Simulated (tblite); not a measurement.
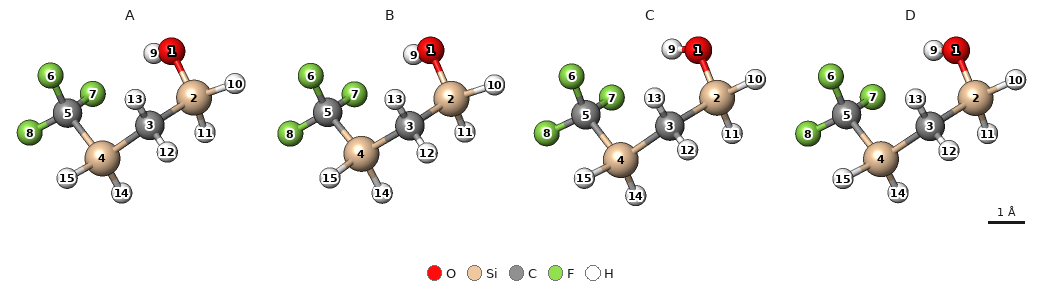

4 geometries from one relaxation of C2H7F3OSi2, in shuffled order. The picture is a ball-and-stick view, seen from a free direction.

Computed with GFN2-xTB geometry optimisation, gas phase (tblite 0.8.0). 

### Order the frames from highest to lowest energy.

B, A, D, C. They are steps 0, 5, 14, 45, at +12.7 kcal/mol, +2.76 kcal/mol, +0.58 kcal/mol relative to the last. The energy falls by 12.7 kcal/mol in 45 geometry steps. The largest move after the best rigid fit is that of H9, 0.27 Å. By element the largest moves are H 0.27 Å, O 0.22 Å, Si 0.19 Å, F 0.12 Å, C 0.10 Å. Among the contacts that change: Si4–C5 1.833 → 1.951 Å, Si2–C3 1.835 → 1.926 Å, O1–Si2 1.659 → 1.614 Å, Si2–H10 1.484 → 1.456 Å. Bond angles that change, for instance: Si2–C3–Si4 107.4° → 117.9°, C5–Si4–H14 112.8° → 103.0°, C3–Si4–H15 106.2° → 115.4°. Groups turn about O1–Si2 by about 30°. Cost: 0.27 s on 1 thread of Arm Neoverse V2, with other jobs on the host.
